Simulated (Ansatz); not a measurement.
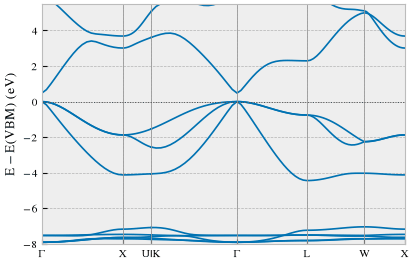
Fig. 1. Band structure from DFT-PBEsol in the program Ansatz with PAW potentials

Task: Read off the gap and where the band edges lie.

Result: About 0.5 eV (0.48 eV by a search for the band edges); maximum at Γ, minimum at Γ.

Task: Which compound is it?
(A) CdS, zinc blende
(B) CdSe, zinc blende
(C) BP, zinc blende

Result: B, CdSe, zinc blende

Space group F-43m (zinc blende). The PBEsol relaxation kept the symmetry of its start. Scalar-relativistic: spin–orbit coupling is off unless named, which matters more the heavier the elements.

Potentials: the later of the program's two PAW sets.
